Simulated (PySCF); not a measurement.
# SiHF2 (SMILES F[SiH]F) at UB3LYP/STO-6G

Aim: the energy change on altering one bond length of SiHF2 at UB3LYP/STO-6G, from 2 runs. The job is set up through a Python script.

The calculation is run with PySCF 2.14.0.

15 further runs of the same task are left out: 5 that didn't finish, 10 set aside as unsound or not needed.

## Step 1: Starting point

The species is SiHF2 (4 atoms), meant as a doublet with charge 0. SMILES: `F[SiH]F`. The coordinates come from a GFN2-xTB relaxation.

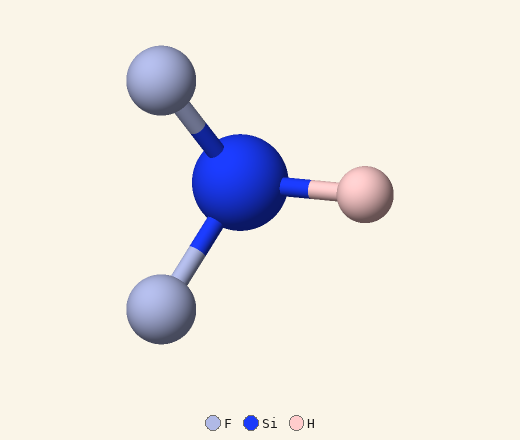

Viewed from a chosen angle; fluorine light blue, silicon blue, hydrogen pink.

## Step 2: The energy at UB3LYP/STO-6G

calc.py

```python
from pyscf import gto, dft

mol = gto.M(
    atom='''
F        1.226950       0.652980      -0.410280
Si      -0.028060      -0.342890      -0.301090
F       -1.234200       0.716240      -0.252780
H        0.035310      -1.026330       0.964150
''',
    charge=0,
    spin=1,
    basis='sto-6g',
    verbose=4,
    max_memory=1860,
)

calc0 = dft.UKS(mol, xc='b3lyp')
calc0.conv_tol = 1e-10
calc0.grids.level = 5
calc0.kernel()
if not calc0.converged:
    calc0 = calc0.newton().run(calc0.mo_coeff, calc0.mo_occ)

e_final = calc0.e_tot
print('Final energy', e_final)
```

On the command line:

```
$ OMP_NUM_THREADS=1 python calc.py
```

The program printed:

```text
PySCF version 2.14.0

[INPUT] num. atoms = 4
[INPUT] num. electrons = 33
[INPUT] charge = 0
[INPUT] spin (= nelec alpha-beta = 2S) = 1
[INPUT] symmetry False subgroup None
[INPUT] Mole.unit = angstrom
[INPUT] Symbol           X                Y                Z      unit          X                Y                Z       unit  Magmom
[INPUT]  1 F      1.226950000000   0.652980000000  -0.410280000000 AA    2.318599468535   1.233953364818  -0.775316834387 Bohr   0.0
[INPUT]  2 Si    -0.028060000000  -0.342890000000  -0.301090000000 AA   -0.053025715055  -0.647968190852  -0.568977638845 Bohr   0.0
[INPUT]  3 F     -1.234200000000   0.716240000000  -0.252780000000 AA   -2.332299982938   1.353497439458  -0.477684969768 Bohr   0.0
[INPUT]  4 H      0.035310000000  -1.026330000000   0.964150000000 AA    0.066726229458  -1.939482613425   1.821979442999 Bohr   0.0

nuclear repulsion = 109.410123102376
number of shells = 12
number of NR pGTOs = 120
number of NR cGTOs = 20
basis = sto-6g
ecp = {}

******** <class 'pyscf.dft.uks.UKS'> ********
method = UKS
initial guess = minao
damping factor = 0
level_shift factor = 0
DIIS = <class 'pyscf.scf.diis.CDIIS'>
diis_start_cycle = 1
diis_space = 8
diis_damp = 0
SCF conv_tol = 1e-10
SCF conv_tol_grad = None
SCF max_cycles = 50
direct_scf = True
direct_scf_tol = 1e-13
number electrons alpha = 17  beta = 16
XC library pyscf.dft.libxc version 7.0.0
    S. Lehtola, C. Steigemann, M. J.T. Oliveira, and M. A.L. Marques.,  SoftwareX 7, 1–5 (2018)
XC functionals = b3lyp
    P. J. Stephens, F. J. Devlin, C. F. Chabalowski, and M. J. Frisch.,  J. Phys. Chem. 98, 11623 (1994)
radial grids:
    Treutler-Ahlrichs [JCP 102, 346 (1995); DOI:10.1063/1.469408] (M4) radial grids

becke partition: Becke, JCP 88, 2547 (1988); DOI:10.1063/1.454033
pruning grids: <function nwchem_prune>
grids dens level: 5
symmetrized grids: False
atomic radii adjust function: <function treutler_atomic_radii_adjust>
small_rho_cutoff = 0
Set gradient conv threshold to 1e-05
tot grids = 154848
init E= -487.723437441526
[... the frontier-level lines of each cycle are left out ...]

cycle= 1 E= -487.501263541492  delta_E= 0.222  |g|= 0.375  |ddm|= 1.75
cycle= 2 E= -487.339142726741  delta_E= 0.162  |g|= 0.645  |ddm|= 1.64
cycle= 3 E= -487.644101195276  delta_E= -0.305  |g|= 0.0215  |ddm|= 0.967
cycle= 4 E= -487.64449091573  delta_E= -0.00039  |g|= 0.00536  |ddm|= 0.0439
cycle= 5 E= -487.64452310574  delta_E= -3.22e-05  |g|= 0.000692  |ddm|= 0.0144
cycle= 6 E= -487.644524111563  delta_E= -1.01e-06  |g|= 0.000192  |ddm|= 0.00268
cycle= 7 E= -487.644524141109  delta_E= -2.95e-08  |g|= 0.000153  |ddm|= 0.000639
cycle= 8 E= -487.644524160928  delta_E= -1.98e-08  |g|= 2.23e-05  |ddm|= 0.000294
cycle= 9 E= -487.644524161548  delta_E= -6.2e-10  |g|= 3.29e-06  |ddm|= 6.08e-05
cycle= 10 E= -487.644524161569  delta_E= -2.06e-11  |g|= 3.54e-07  |ddm|= 1.43e-05
Extra cycle  E= -487.644524161569  delta_E=    0  |g|= 1.29e-07  |ddm|= 1.81e-06
converged SCF energy = -487.644524161569  <S^2> = 0.75150514  2S+1 = 2.0015046
Final energy -487.6445241615687
```

It took 4.8 s on 1 thread of Arm Neoverse V2, shared host; peak memory 0.21 GiB.

## Step 3: The distorted shape, same level

calc.py

```python
from pyscf import gto, dft

mol = gto.Mole()
mol.atom = '''
F      2.674284    -0.617946    -0.468251
Si     1.419274    -1.613816    -0.359061
F     -1.234200     0.716240    -0.252780
H      1.482644    -2.297256     0.906179
'''
mol.basis = 'sto-6g'
mol.charge = 0
mol.verbose = 4
mol.max_memory = 1860
mol.spin = 1
mol.build()

mf = dft.UKS(mol, xc='b3lyp')
mf.grids.level = 5
mf.conv_tol = 1e-10
mf.kernel()
if not mf.converged:
    mf = mf.newton().run(mf.mo_coeff, mf.mo_occ)

etot = mf.e_tot
print('E = %.10f Eh' % etot)
```

On the command line:

```
$ OMP_NUM_THREADS=1 python calc.py
```

The program printed:

```text
PySCF version 2.14.0

[INPUT] num. atoms = 4
[INPUT] num. electrons = 33
[INPUT] charge = 0
[INPUT] spin (= nelec alpha-beta = 2S) = 1
[INPUT] symmetry False subgroup None
[INPUT] Mole.unit = angstrom
[INPUT] Symbol           X                Y                Z      unit          X                Y                Z       unit  Magmom
[INPUT]  1 F      2.674284000000  -0.617946000000  -0.468251000000 AA    5.053664339306  -1.167748699770  -0.884866147554 Bohr   0.0
[INPUT]  2 Si     1.419274000000  -1.613816000000  -0.359061000000 AA    2.682039155716  -3.049670255441  -0.678526952012 Bohr   0.0
[INPUT]  3 F     -1.234200000000   0.716240000000  -0.252780000000 AA   -2.332299982938   1.353497439458  -0.477684969768 Bohr   0.0
[INPUT]  4 H      1.482644000000  -2.297256000000   0.906179000000 AA    2.801791100230  -4.341184678014   1.712430129832 Bohr   0.0

nuclear repulsion = 78.9579248347336
number of shells = 12
number of NR pGTOs = 120
number of NR cGTOs = 20
basis = sto-6g
ecp = {}

******** <class 'pyscf.dft.uks.UKS'> ********
method = UKS
initial guess = minao
damping factor = 0
level_shift factor = 0
DIIS = <class 'pyscf.scf.diis.CDIIS'>
diis_start_cycle = 1
diis_space = 8
diis_damp = 0
SCF conv_tol = 1e-10
SCF conv_tol_grad = None
SCF max_cycles = 50
direct_scf = True
direct_scf_tol = 1e-13
number electrons alpha = 17  beta = 16
XC library pyscf.dft.libxc version 7.0.0
    S. Lehtola, C. Steigemann, M. J.T. Oliveira, and M. A.L. Marques.,  SoftwareX 7, 1–5 (2018)
XC functionals = b3lyp
    P. J. Stephens, F. J. Devlin, C. F. Chabalowski, and M. J. Frisch.,  J. Phys. Chem. 98, 11623 (1994)
radial grids:
    Treutler-Ahlrichs [JCP 102, 346 (1995); DOI:10.1063/1.469408] (M4) radial grids

[... 12 lines left out ...]
[... the frontier-level lines of each cycle are left out ...]
[... 28 lines left out ...]
[... 1 line left out ...]
[... 8 lines left out ...]
[... 1 line left out ...]
[... 43 lines left out ...]
SCF not converged.
SCF energy = -487.494661100459 after 50 cycles  <S^2> = 0.75001758  2S+1 = 2.0000176
[... 1 line left out ...]
******** <class 'pyscf.soscf.newton_ah.SecondOrderUKS'> ********
method = SecondOrderUKS
initial guess = minao
damping factor = 0
level_shift factor = 0
DIIS = <class 'pyscf.scf.diis.CDIIS'>
diis_start_cycle = 1
diis_space = 8
diis_damp = 0
SCF conv_tol = 1e-10
SCF conv_tol_grad = None
SCF max_cycles = 50
direct_scf = True
direct_scf_tol = 1e-13
number electrons alpha = 17  beta = 16
XC library pyscf.dft.libxc version 7.0.0
    S. Lehtola, C. Steigemann, M. J.T. Oliveira, and M. A.L. Marques.,  SoftwareX 7, 1–5 (2018)
XC functionals = b3lyp
    P. J. Stephens, F. J. Devlin, C. F. Chabalowski, and M. J. Frisch.,  J. Phys. Chem. 98, 11623 (1994)
radial grids:
    Treutler-Ahlrichs [JCP 102, 346 (1995); DOI:10.1063/1.469408] (M4) radial grids

becke partition: Becke, JCP 88, 2547 (1988); DOI:10.1063/1.454033
pruning grids: <function nwchem_prune>
grids dens level: 5
symmetrized grids: False
atomic radii adjust function: <function treutler_atomic_radii_adjust>
small_rho_cutoff = 0
******** <class 'pyscf.dft.uks.UKS'> Newton solver flags ********
SCF tol = 1e-10
conv_tol_grad = None
max. SCF cycles = 50
direct_scf = True
direct_scf_tol = 1e-13
max_cycle_inner = 12
max_stepsize = 0.05
ah_start_tol = 1e+09
ah_level_shift = 0
ah_conv_tol = 1e-12
ah_lindep = 1e-14
ah_start_cycle = 1
ah_max_cycle = 40
ah_grad_trust_region = 2.5
kf_interval = 4
kf_trust_region = 5
canonicalization = True
Set conv_tol_grad to 1e-05
Initial guess E= -487.494661100459  |g|= 2.91177e-06
macro= 0  E= -487.494661114163  delta_E= -1.37031e-08  |g|= 2.91177e-06  1 KF 13 JK
macro= 1  E= -487.494661114162  delta_E= 2.27374e-13  |g|= 3.58011e-06  1 KF 2 JK
Canonicalize SCF orbitals
macro X = 2  E=-487.494661114162  |g|= 3.58011e-06  total 3 KF 18 JK
converged SCF energy = -487.494661114162  <S^2> = 0.75001761  2S+1 = 2.0000176
E = -487.4946611142 Eh
```

Wall time 22 s (1 thread of Arm Neoverse V2, shared host); peak memory 0.39 GiB.

## Step 4: Results

At UB3LYP/STO-6G:

| quantity | value |
| --- | --- |
| first shape: total energy | -487.64452 Eh |
| first shape: dipole moment | 0.98 D |
| first shape: HOMO energy (highest over α and β) | -2.45 eV |
| first shape: LUMO energy (lowest over α and β) | 0.76 eV |
| first shape: ⟨S²⟩ | 0.752 |
| distorted shape: total energy | -487.49466 Eh |
| distorted shape: dipole moment | 0.32 D |
| distorted shape: HOMO energy (highest over α and β) | -2.39 eV |
| distorted shape: LUMO energy (lowest over α and β) | -0.46 eV |
| distorted shape: ⟨S²⟩ | 0.750 |
| energy change with the Si2–F3 bond stretched from 1.606 to 3.533 Å | 4.078 eV |

In words: With the Si2–F3 bond stretched from 1.606 to 3.533 Å the energy rises by 4.08 eV (393 kJ/mol). The first shape isn't relaxed at this level, so the change isn't measured from a minimum. The minimal basis adds a large error of its own.
